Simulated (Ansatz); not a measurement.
## Decaying states in the gap of CdH2SeO

A new crystal, CdH2SeO: structure, gap and complex bands. It is built by putting Se for part of the O in the CdH2O2 structure of space group P1, with the volume rescaled by atomic radii. The parent structure comes from the Materials Project.

Calculated with Ansatz 0.2.0; PBEsol DFT, plane waves, PAW files, in the first sound run; inputs show where later runs differ.

The structure was built from a prototype and need not be the compound's stable phase.

### Step 1. Set-up

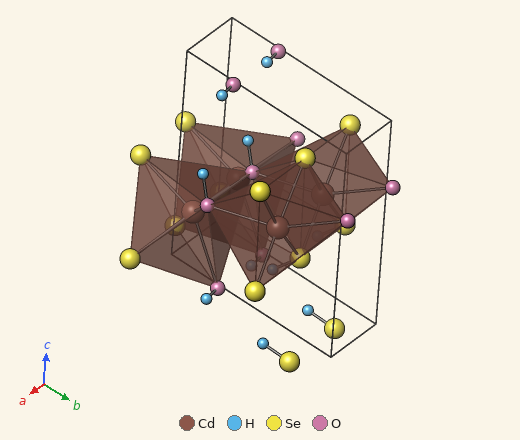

The starting structure, seen slightly off an axis (cadmium brown, hydrogen blue, selenium yellow, oxygen pink). 2×1×1 cells are drawn. Some periodic images of atoms are drawn too.

Coordinates:

```cif
data_structure
_symmetry_space_group_name_H-M 'P1'
_symmetry_Int_Tables_number 1
_cell_length_a 3.7513
_cell_length_b 6.2297
_cell_length_c 6.6126
_cell_angle_alpha 117.454
_cell_angle_beta 105.765
_cell_angle_gamma 91.213
_cell_volume 130.02
loop_
_atom_site_label
_atom_site_type_symbol
_atom_site_symmetry_multiplicity
_atom_site_Wyckoff_symbol
_atom_site_fract_x
_atom_site_fract_y
_atom_site_fract_z
_atom_site_occupancy
Cd1 Cd 1 a 0.17153 0.15317 0.31449 1
Cd2 Cd 1 a 0.86395 0.84254 0.69890 1
H1 H 1 a 0.52710 0.72146 0.01288 1
H2 H 1 a 0.35882 0.32026 0.00175 1
H3 H 1 a 0.88325 0.37538 0.72972 1
H4 H 1 a 0.16204 0.65267 0.28256 1
Se1 Se 1 a 0.52859 0.88884 0.00802 1
O1 O 1 a 0.07731 0.31118 0.00395 1
O2 O 1 a 0.80081 0.39603 0.57127 1
Se2 Se 1 a 0.23740 0.83034 0.44071 1
```

### Step 2. Cell and atoms at rest

The substituted atoms don't fit the parent's cell, so cell and atoms relax together. A small smearing keeps the run stable in case the gap closes on the way.

input.yaml

```yaml
crystal:
  lattice:
    - [3.7512625738, 0.0, 0.0]
    - [-0.1318475126, 6.2283171908, 0.0]
    - [-1.7966178313, -3.087425231, 5.5647810341]
  atoms:
    - { symbol: Cd, position: [0.1715318, 0.15317279, 0.31448616] }
    - { symbol: Cd, position: [0.86394922, 0.84254108, 0.69889994] }
    - { symbol: H, position: [0.52710469, 0.72146226, 0.01288351] }
    - { symbol: H, position: [0.35882396, 0.32026176, 0.00175026] }
    - { symbol: H, position: [0.88324759, 0.37538458, 0.72971879] }
    - { symbol: H, position: [0.16204356, 0.65266803, 0.28255553] }
    - { symbol: Se, position: [0.5285863, 0.88884114, 0.00802117] }
    - { symbol: O, position: [0.07731351, 0.31117879, 0.00394816] }
    - { symbol: O, position: [0.80081432, 0.39603256, 0.57127453] }
    - { symbol: Se, position: [0.23739505, 0.83033701, 0.44070695] }
kpoints:
  mp_grid: { grid: [6, 4, 4] }
scf:
  occupations: { method: gaussian, width: 0.03 }
hamiltonian:
  xc: pbesol
output:
  forces: true
  stress: true
relax:
  f_tol: 0.02
  max_steps: 60
  cell: {}
```

Started as:

```sh
> ansatz run input.yaml --threads 2 --pin off --max-ram 4096MiB --backend cpu --events-out ev --progress --plain --runs-dir out
```

Numbers of over 12 decimals in the logs are rounded to 6 here.

Log:

```text
Engine: ansatz 0.2.0, x86_64-unknown-linux-gnu
Pseudopotentials: kind: paw
Pseudopotential: Cd, paw, valence charge 20, recommended cutoff 420 eV (normal), Cd.paw.azcp
Pseudopotential: H, paw, valence charge 1, recommended cutoff 420 eV (normal), H.paw.azcp
Pseudopotential: Se, paw, valence charge 16, recommended cutoff 420 eV (normal), Se.paw.azcp
Pseudopotential: O, paw, valence charge 6, recommended cutoff 420 eV (normal), O.paw.azcp
Functional definition: PBEsol
  exchange = pbesol_x
  correlation = pbesol_c
Crystal: 10 atoms, lattice volume = 130.016 Å³
Basis set: ecut = 420 eV, 2539 PW (Γ), exchange–correlation on 54×90×90 points (8 copies of the dense FFT grid, shifted against one another)
Bands: 54, of which v1, the nominal top of the filled ones, is band 44 counted from 1 (43 counted from 0)
Symmetry: 1 space group operations
Space group: P1 (ITA 1), of the structure as read, at distance tolerance 5.1e-5 Å
k-points: 52 of 96 (time reversal used)
Non-local potential: Cd, projectors of the file, l = 0: 3, l = 1: 2, l = 2: 2, l = 3: 1
Non-local potential: H, projectors of the file, l = 0: 2, l = 1: 1
Non-local potential: Se, projectors of the file, l = 0: 2, l = 1: 2, l = 2: 3, l = 3: 1
Non-local potential: O, projectors of the file, l = 0: 2, l = 1: 2, l = 2: 1
PAW form: soft (Blöchl's): semilocal exchange-correlation on the pseudo side does not see the compensation charge
PAW frozen core: Cd, regenerated for the run's functional, and the local potential with it (the file was generated under x = pbe(κ = 0.804, μ = 0.219515), c = pbe(β = 0.066725))
PAW frozen core: Se, regenerated for the run's functional, and the local potential with it (the file was generated under x = pbe(κ = 0.804, μ = 0.219515), c = pbe(β = 0.066725))
PAW frozen core: O, regenerated for the run's functional, and the local potential with it (the file was generated under x = pbe(κ = 0.804, μ = 0.219515), c = pbe(β = 0.066725))
PAW one-centre angular grid: Cd, 590 points (default); XC on 64 Gauss nodes
PAW one-centre angular grid: H, 110 points (default); XC on 64 Gauss nodes
PAW one-centre angular grid: Se, 590 points (default); XC on 64 Gauss nodes
PAW one-centre angular grid: O, 110 points (default); XC on 64 Gauss nodes
Initial density: superposition of atomic densities (neutral atoms: chi_scale 0, normalization atom), corrected by the library's trained network
Initial wavefunctions: pseudopotential atomic-orbital guess
Functional: x = pbesol(κ = 0.804, μ = 0.123457), c = pbesol(β = 0.046)
SCF iter   1: F=—  HF=-28392.633951 eV  |F-HF|=—  |Δ(HF+E_count)|=         —  Δρ=1.16e-2  dr2=1.63e-1  ethr=1.77e-3  ⟨swp⟩=6.2  Hψ=11222  notcnv=0  defer=7
preconditioner: auto → Resta (q_TF=auto, 2.556 Å⁻¹)  ε∞=4.2  [insulator: Δε(μ)=1.213 eV  Ē_g=13.230 eV  σ=0.030 eV  W_gap=1.00  n_scr=38 (ndim 8)  ℏωp=23.5 eV  f_vac=0.126  D(μ)=0.00/eV (n_scr^D=0)  ε∞_Penn≈4.2]
SCF iter   2: F=—  HF=-28392.602872 eV  |F-HF|=—  |Δ(HF+E_count)|=   3.11e-2  Δρ=4.62e-3  dr2=2.07e-2  ethr=1.85e-4  ⟨swp⟩=2.1  Hψ=4940  notcnv=0  defer=214
SCF iter   3: F=—  HF=-28392.600006 eV  |F-HF|=—  |Δ(HF+E_count)|=   2.87e-3  Δρ=1.84e-3  dr2=6.05e-3  ethr=2.35e-5  ⟨swp⟩=2.0  Hψ=4250  notcnv=0  defer=214
SCF iter   4: F=—  HF=-28392.599784 eV  |F-HF|=—  |Δ(HF+E_count)|=   2.21e-4  Δρ=1.01e-3  dr2=1.71e-3  ethr=6.87e-6  ⟨swp⟩=2.0  Hψ=3377  notcnv=0  defer=214
SCF iter   5: F=—  HF=-28392.599590 eV  |F-HF|=—  |Δ(HF+E_count)|=   1.94e-4  Δρ=3.24e-4  dr2=2.78e-4  ethr=1.94e-6  ⟨swp⟩=2.1  Hψ=3940  notcnv=0  defer=214
SCF iter   6: F=—  HF=-28392.599589 eV  |F-HF|=—  |Δ(HF+E_count)|=   1.45e-6  Δρ=1.90e-4  dr2=5.30e-5  ethr=3.16e-7  ⟨swp⟩=2.0  Hψ=3941  notcnv=0  defer=214
SCF iter   7: F=—  HF=-28392.599604 eV  |F-HF|=—  |Δ(HF+E_count)|=   1.50e-5  Δρ=4.45e-5  dr2=2.72e-6  ethr=6.02e-8  ⟨swp⟩=2.0  Hψ=3948  notcnv=0  defer=214
SCF iter   8: F=—  HF=-28392.599608 eV  |F-HF|=—  |Δ(HF+E_count)|=   4.18e-6  Δρ=1.28e-5  dr2=2.69e-7  ethr=3.09e-9  ⟨swp⟩=2.0  Hψ=4376  notcnv=0  defer=214
SCF iter   9: F=-28392.599608 eV  HF=-28392.599608 eV  |F-HF|=3.09e-8  |Δ(HF+E_count)|=   3.30e-7  Δρ=4.60e-6  dr2=3.29e-8  ethr=1.14e-10  ⟨swp⟩=5.0  Hψ=9713  notcnv=0
SCF 1 converged in 9 iterations: F = -28392.599608 eV  dr2 = 3.29e-8
  greatest PAW one-centre occupation: 1.000 electrons in one spin orbital (limit 2), on the Cd atom at site 1 (counted from 0), in its partial waves of l = 0
relax step   1: F+E_penalty+E_count = -28392.59960834 eV  Δ(F+E_penalty+E_count) = +0.000e0 eV  max|allowed force component| = 2.540e1 eV/Å  Δτ_max = 0.0000 Å  P = +25.832 GPa  Ω = 130.016 Å³  (9 SCF iters, dr2 threshold 1.00e-7 eV, accepted)
Crystal: 10 atoms, lattice volume = 137.725 Å³
Basis set: ecut = 420 eV, 2707 PW (Γ), exchange–correlation on 54×90×90 points (8 copies of the dense FFT grid, shifted against one another)
Initial density: handed on by an earlier stage of this run
Initial wavefunctions: those handed on with the density
iter 1 solved again at ethr=8.48e-4 eV; its pass at ethr=3.10e-3 eV (dr2=7.46e-1 eV) is discarded
SCF iter   1: F=—  HF=-28399.759492 eV  |F-HF|=—  |Δ(HF+E_count)|=         —  Δρ=2.88e-2  dr2=7.60e-1  ethr=8.48e-4  ⟨swp⟩=1.5  Hψ=12999  notcnv=0
preconditioner: auto → Resta (q_TF=auto, 2.532 Å⁻¹)  ε∞=4.1  [insulator: Δε(μ)=0.422 eV  Ē_g=12.901 eV  σ=0.030 eV  W_gap=1.00  n_scr=38 (ndim 8)  ℏωp=22.8 eV  f_vac=0.140  D(μ)=0.00/eV (n_scr^D=0)  ε∞_Penn≈4.1]
SCF iter   2: F=—  HF=-28399.583384 eV  |F-HF|=—  |Δ(HF+E_count)|=   1.76e-1  Δρ=1.36e-2  dr2=1.42e-1  ethr=8.48e-4  ⟨swp⟩=2.2  Hψ=4397  notcnv=0
SCF iter   3: F=—  HF=-28399.561444 eV  |F-HF|=—  |Δ(HF+E_count)|=   2.19e-2  Δρ=5.64e-3  dr2=3.44e-2  ethr=1.61e-4  ⟨swp⟩=2.8  Hψ=5003  notcnv=0  defer=197
SCF iter   4: F=—  HF=-28399.554556 eV  |F-HF|=—  |Δ(HF+E_count)|=   6.89e-3  Δρ=1.42e-3  dr2=2.84e-3  ethr=3.91e-5  ⟨swp⟩=2.2  Hψ=4852  notcnv=0  defer=233
SCF iter   5: F=—  HF=-28399.554583 eV  |F-HF|=—  |Δ(HF+E_count)|=   2.75e-5  Δρ=4.48e-4  dr2=4.01e-4  ethr=3.22e-6  ⟨swp⟩=2.0  Hψ=3873  notcnv=0  defer=233
SCF iter   6: F=—  HF=-28399.554598 eV  |F-HF|=—  |Δ(HF+E_count)|=   1.48e-5  Δρ=2.30e-4  dr2=9.82e-5  ethr=4.56e-7  ⟨swp⟩=2.2  Hψ=4468  notcnv=0  defer=233
SCF iter   7: F=—  HF=-28399.554647 eV  |F-HF|=—  |Δ(HF+E_count)|=   4.93e-5  Δρ=1.90e-4  dr2=4.72e-5  ethr=1.12e-7  ⟨swp⟩=2.0  Hψ=3934  notcnv=0  defer=233
SCF iter   8: F=—  HF=-28399.554646 eV  |F-HF|=—  |Δ(HF+E_count)|=   1.30e-6  Δρ=3.00e-5  dr2=1.68e-6  ethr=5.37e-8  ⟨swp⟩=2.0  Hψ=3917  notcnv=0  defer=233
[...]
relax step  36: F+E_penalty+E_count = -28402.59134754 eV  Δ(F+E_penalty+E_count) = -4.869e-4 eV  max|allowed force component| = 3.874e-2 eV/Å  Δτ_max = 0.0142 Å  P = -0.001 GPa  Ω = 156.152 Å³  energy of the carried Pulay correction = -1.131e-2 eV  (7 SCF iters, dr2 threshold 1.86e-7 eV, accepted)
relax step  37: F+E_penalty+E_count = -28402.59214397 eV  Δ(F+E_penalty+E_count) = -7.964e-4 eV  max|allowed force component| = 1.983e-2 eV/Å  Δτ_max = 0.0144 Å  P = +0.037 GPa  Ω = 155.973 Å³  energy of the carried Pulay correction = -1.093e-2 eV  (7 SCF iters, dr2 threshold 9.38e-8 eV, accepted)
relax step  38: F+E_penalty+E_count = -28402.59230256 eV  Δ(F+E_penalty+E_count) = -1.586e-4 eV  max|allowed force component| = 1.891e-2 eV/Å  Δτ_max = 0.0096 Å  P = -0.009 GPa  Ω = 155.998 Å³  energy of the carried Pulay correction = -1.098e-2 eV  (7 SCF iters, dr2 threshold 1.10e-8 eV, accepted)
relax step  39: F+E_penalty+E_count = -28402.61424727 eV  Δ(F+E_penalty+E_count) = -2.194e-2 eV  max|allowed force component| = 1.761e-2 eV/Å  Δτ_max = 0.0000 Å  P = +0.076 GPa  Ω = 155.998 Å³  stress off target by 3.51e-1 GPa  SCF on the basis re-selected at this cell (its energy is not comparable with the rows above)  (9 SCF iters)
relax step  40: F+E_penalty+E_count = -28402.61658159 eV  Δ(F+E_penalty+E_count) = -2.334e-3 eV  max|allowed force component| = 2.732e-2 eV/Å  Δτ_max = 0.0266 Å  P = +0.024 GPa  Ω = 156.344 Å³  energy of the carried Pulay correction = -5.844e-4 eV  (7 SCF iters, dr2 threshold 3.08e-7 eV, accepted)
relax step  41: F+E_penalty+E_count = -28402.61568725 eV  Δ(F+E_penalty+E_count) = +8.943e-4 eV  max|allowed force component| = 3.902e-2 eV/Å  Δτ_max = 0.0450 Å  P = -0.015 GPa  Ω = 156.661 Å³  energy of the carried Pulay correction = -1.106e-3 eV  (8 SCF iters, dr2 threshold 4.67e-8 eV, rejected (line search))
relax step  42: F+E_penalty+E_count = -28402.61718047 eV  Δ(F+E_penalty+E_count) = -5.989e-4 eV  max|allowed force component| = 1.101e-2 eV/Å  Δτ_max = 0.0218 Å  P = +0.013 GPa  Ω = 156.451 Å³  energy of the carried Pulay correction = -7.716e-4 eV  (10 SCF iters, accepted)
relax step  43: F+E_penalty+E_count = -28402.61851035 eV  Δ(F+E_penalty+E_count) = -1.330e-3 eV  max|allowed force component| = 1.102e-2 eV/Å  Δτ_max = 0.0000 Å  P = +0.018 GPa  Ω = 156.451 Å³  stress off target by 7.86e-2 GPa  SCF on the basis re-selected at this cell (its energy is not comparable with the rows above)  (7 SCF iters)
relax step  44: F+E_penalty+E_count = -28402.61861203 eV  Δ(F+E_penalty+E_count) = -1.017e-4 eV  max|allowed force component| = 4.559e-3 eV/Å  Δτ_max = 0.0094 Å  P = -0.006 GPa  Ω = 156.537 Å³  energy of the carried Pulay correction = -1.594e-4 eV  (7 SCF iters, dr2 threshold 1.55e-8 eV, accepted)
relax step  45: F+E_penalty+E_count = -28402.61858869 eV  Δ(F+E_penalty+E_count) = +2.334e-5 eV  max|allowed force component| = 4.874e-3 eV/Å  Δτ_max = 0.0048 Å  P = -0.004 GPa  Ω = 156.566 Å³  energy of the carried Pulay correction = -2.096e-4 eV  (8 SCF iters, accepted)
iter 1 solved again at ethr=1.65e-7 eV; its pass at ethr=3.10e-3 eV (dr2=1.45e-4 eV) is discarded
SCF iter   1: F=—  HF=-28402.618391 eV  |F-HF|=—  |Δ(HF+E_count)|=         —  Δρ=1.09e-4  dr2=4.79e-7  ethr=1.65e-7  ⟨swp⟩=4.0  Hψ=17997  notcnv=0
preconditioner: auto → Resta (q_TF=auto, 2.479 Å⁻¹)  ε∞=3.8  [insulator: Δε(μ)=1.206 eV  Ē_g=12.784 eV  σ=0.030 eV  W_gap=1.00  n_scr=40 (ndim 8)  ℏωp=21.4 eV  f_vac=0.169  D(μ)=0.00/eV (n_scr^D=0)  ε∞_Penn≈3.8]
SCF iter   2: F=—  HF=-28402.618704 eV  |F-HF|=—  |Δ(HF+E_count)|=   3.13e-4  Δρ=5.53e-5  dr2=1.22e-7  ethr=5.44e-10  ⟨swp⟩=2.8  Hψ=4263  notcnv=0
SCF iter   3: F=—  HF=-28402.618795 eV  |F-HF|=—  |Δ(HF+E_count)|=   9.16e-5  Δρ=4.48e-6  dr2=1.73e-8  ethr=1.38e-10  ⟨swp⟩=2.0  Hψ=4161  notcnv=0
SCF iter   4: F=—  HF=-28402.618796 eV  |F-HF|=—  |Δ(HF+E_count)|=   1.56e-7  Δρ=5.83e-7  dr2=2.99e-10  ethr=1.96e-11  ⟨swp⟩=2.0  Hψ=4150  notcnv=0
SCF iter   5: F=-28402.618796 eV  HF=-28402.618796 eV  |F-HF|=9.82e-11  |Δ(HF+E_count)|=   2.68e-9  Δρ=2.19e-7  dr2=7.41e-11  ethr=1.00e-12  ⟨swp⟩=5.0  Hψ=9756  notcnv=0
SCF 46 converged in 5 iterations: F = -28402.618796 eV  dr2 = 7.41e-11
relax step  46: F+E_penalty+E_count = -28402.61879566 eV  Δ(F+E_penalty+E_count) = -2.070e-4 eV  max|allowed force component| = 4.721e-3 eV/Å  Δτ_max = 0.0000 Å  P = -0.004 GPa  Ω = 156.566 Å³  stress off target by 2.12e-2 GPa  SCF on the basis re-selected at this cell (its energy is not comparable with the rows above)  (5 SCF iters)
basis re-selected at this cell: Δ(F+E_penalty+E_count) = -2.070e-4 eV, ΔP = +0.000 GPa vs the last step (what re-selecting the basis moved, of the pressure what is left beyond the Pulay correction that the steps carried, after the strain that the cell walked since its last selection, with what the two solves' SCF thresholds leave and, on support functions, any second-order correction that the steps lacked; it is no m [...]
SCF converged after 5 iterations
Free energy (F): -28402.618796 eV
Harris-Foulkes:  -28402.618796 eV  (|F-HF|=9.82e-11)
Internal energy: -28402.618796 eV  (E = F + TS)
E sigma→0 (E₀):  -28402.618796 eV
Fermi energy:    5.913014 eV
--- Per-component energies (eV) ---
  E_band       = -1961.996628
  E_kinetic    = 1648.823717
  E_local      = -14645.752322  (includes V_loc(G=0)·N_el)
  E_nonlocal   = -1007.201911
  E_hartree    = 6814.766595
  E_xc         = -735.409381
  E_vxc        = -866.886045  (∫ρ·V_xc dr)
  E_paw        = -12072.207381  (= ΣΔE_a)
  E_vpaw       = -720.512835  (= ΣTr[D̂ρ^β])
  E_aug_tail   = -0.000849  (compensation charges beyond the density's cutoff)
  E_ewald      = -8408.408659
  E_core_change = 2.771396  (= ΣΔE_core)
  E_smearing   = -0.000000  (= −TS)
  E_closure    = 0.000000  (closes the sum)
  Σ components = -28402.618796   (vs F -28402.618796, Δ=0.00e0)
--- Forces (eV/Å), atoms counted from 1 ---
  atom   1  Cd    -0.00186359     0.00186049     0.00083140
  atom   2  Cd    -0.00072180    -0.00081194     0.00127400
  atom   3  H      0.00077189     0.00100183     0.00090517
  atom   4  H      0.00017229     0.00123564     0.00194833
  atom   5  H      0.00051849     0.00074893    -0.00079474
  atom   6  H     -0.00049838     0.00028975     0.00016394
  atom   7  Se    -0.00129490    -0.00022802    -0.00402231
  atom   8  O      0.00133360    -0.00141537    -0.00472063
  atom   9  O      0.00029063    -0.00245998     0.00140379
  atom  10  Se     0.00129118    -0.00022226     0.00300999
  max |Σ_I F_I| component: 1.06e-6 eV/Å
--- Stress (GPa, compression-positive) ---
       -0.001520       0.003524       0.013892
        0.003524      -0.002382       0.010692
        0.013892       0.010692      -0.007617
  P = ⅓ Tr σ = -0.0038 GPa (-0.038 kbar)
--- Relaxed structure (42 steps of the walk, 37 accepted, 4 SCFs on fresh bases) ---
  F+E_penalty+E_count = -28402.61879566 eV   max|allowed force component| = 4.721e-3 eV/Å   (the final SCF, on the basis selected at the relaxed cell)
  cell:  # Å, volume = 156.5658 Å³
    - [4.124215, -0.088293, 0.405283]
    - [-0.291551, 5.863251, 0.019509]
    - [-1.301356, -2.832477, 6.330160]
  atoms:
    - { symbol: Cd, position: [0.101310, 0.204960, 0.337335] }
    - { symbol: Cd, position: [0.696993, 0.803118, 0.671739] }
    - { symbol: H, position: [0.903552, 0.638099, 0.058287] }
    - { symbol: H, position: [0.189266, 0.291544, -0.030179] }
    - { symbol: H, position: [0.642458, 0.328751, 0.580116] }
    - { symbol: H, position: [0.356023, 0.537754, 0.152605] }
    - { symbol: Se, position: [0.686215, 0.831080, 0.058425] }
    - { symbol: O, position: [0.171637, 0.405923, 0.117844] }
    - { symbol: O, position: [0.649366, 0.398833, 0.474180] }
    - { symbol: Se, position: [0.213991, 1.051818, 0.643894] }
```

The job ended after 7.2 min (2 threads of Intel Xeon 6975P-C (Granite Rapids), shared host; peak memory 0.68 GiB; 14 min of CPU time).

The steps of the relaxation (22 of 46):

| step | energy less that of the first step (eV) | largest force component (eV/Å) | pressure (GPa) | volume (Å³) |
| --- | --- | --- | --- | --- |
| 1 | 0.0000 | 25.4019 | 25.83 | 130.02 |
| 3 | -8.1340 | 2.4401 | 1.79 | 143.31 |
| 5 | -8.6017 | 0.5526 | -0.12 | 143.66 |
| 7 | -8.8840 | 0.6334 | 1.17 | 140.58 |
| 10 | -9.3011 | 1.0361 | 1.26 | 143.86 |
| 12 | -9.6571 | 0.3004 | -0.01 | 148.87 |
| 14 | -9.7364 | 0.6108 | -0.59 | 148.19 |
| 16 | -9.7658 | 0.2393 | -0.13 | 148.17 |
| 18 | -9.7859 | 0.0898 | -0.09 | 147.85 |
| 20 | -9.7937 | 0.1313 | 0.00 | 148.57 |
| 22 | -9.7812 | 0.7716 | 0.59 | 147.93 |
| 25 | -9.8122 | 0.2284 | -0.26 | 149.54 |
| 27 | -9.8152 | 0.2304 | -0.25 | 149.95 |
| 29 | -9.8169 | 0.0456 | -0.11 | 150.39 |
| 31* | -9.9403 | 0.0211 | 0.92 | 150.20 |
| 33 | -9.9863 | 0.0892 | -0.01 | 155.39 |
| 35 | -9.9913 | 0.0546 | -0.06 | 156.30 |
| 37 | -9.9925 | 0.0198 | 0.04 | 155.97 |
| 40 | -10.0170 | 0.0273 | 0.02 | 156.34 |
| 42 | -10.0176 | 0.0110 | 0.01 | 156.45 |
| 44 | -10.0190 | 0.0046 | -0.01 | 156.54 |
| 46* | -10.0192 | 0.0047 | 0.00 | 156.57 |

Relaxation steps marked * repeat the geometry before them on a plane-wave basis chosen anew for their cell, so energy and pressure can jump there. Other such steps can lie between the rows shown. Relaxation steps 15, 21, 22, 29, 41 were tried and not accepted.

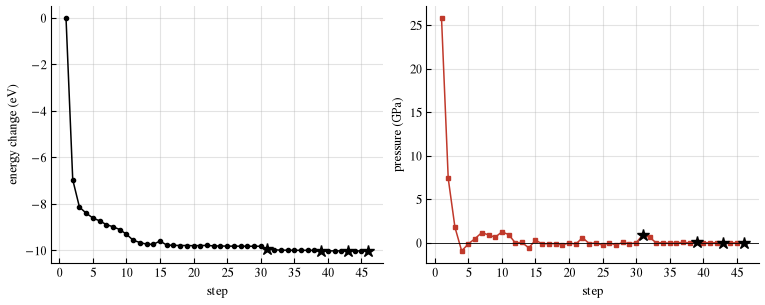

Energy and pressure along the relaxation. Stars mark steps on a basis chosen anew.

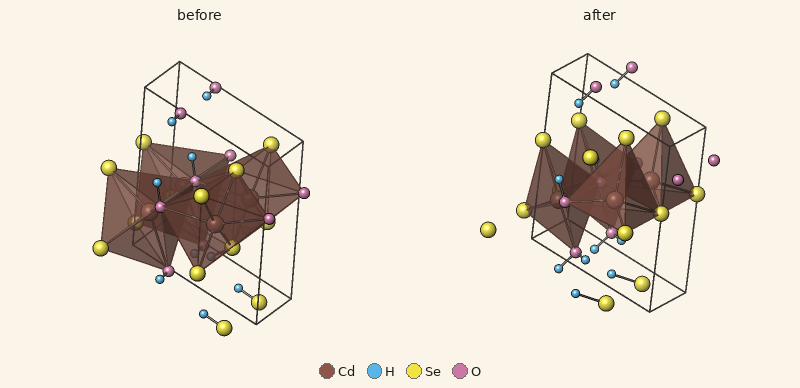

Before and after, at one scale. Bonds to atoms that aren't drawn are left out.

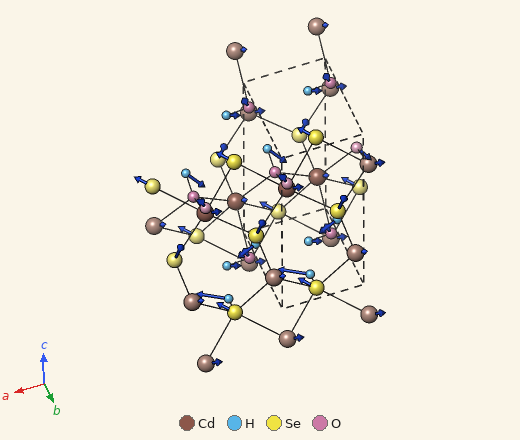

Displacements in the relaxation, scaled, measured against the changing cell; the longest in the cell stands for 1.71 Å. 2×1×1 cells are drawn. Some periodic images of atoms are drawn too.

| cell as run | before | after | change |
| --- | --- | --- | --- |
| a (Å) | 3.751 | 4.145 | +10.5 % |
| b (Å) | 6.230 | 5.871 | -5.8 % |
| c (Å) | 6.613 | 7.056 | +6.7 % |
| α (°) | 117.45 | 112.88 | -3.9 % |
| β (°) | 105.77 | 95.00 | -10.2 % |
| γ (°) | 91.21 | 94.03 | +3.1 % |
| volume (Å³/atom) | 13.00 | 15.66 | +20.4 % |

The atoms that moved most (Å, as changes of fractional coordinates times the final cell):

| atom | dx | dy | dz | length |
| --- | --- | --- | --- | --- |
| H3 | 1.518 | -0.651 | 0.438 | 1.709 |
| Se10 | -0.426 | 0.725 | 1.281 | 1.532 |
| H5 | -0.785 | 0.172 | -1.046 | 1.318 |
| H6 | 1.003 | -0.323 | -0.746 | 1.291 |
| O9 | -0.499 | 0.305 | -0.676 | 0.894 |
| Se7 | 0.601 | -0.495 | 0.382 | 0.868 |
| O8 | 0.213 | 0.225 | 0.761 | 0.822 |
| H4 | -0.649 | -0.063 | -0.271 | 0.707 |

This step gave:

```yaml
free_energy: -28402.6188 eV
fermi_energy: 5.913 eV
pressure: -0.003839 GPa
```

The largest force component on a free atom ends at 0.0047 eV/Å.

(Part 1 of 3 ends here.)

[Logs are printed without paths, hosts, clocks, repeated set-up lines and the standing remarks that a program may print on its own settings, such as how far it seeks lower states.]

[Hosts, paths, dates, database ids (printed as entryN), source tags and the programs' standing remarks are cut or masked in the printed files.]

[New means built here by substitution; the compound itself may be known and measured.]
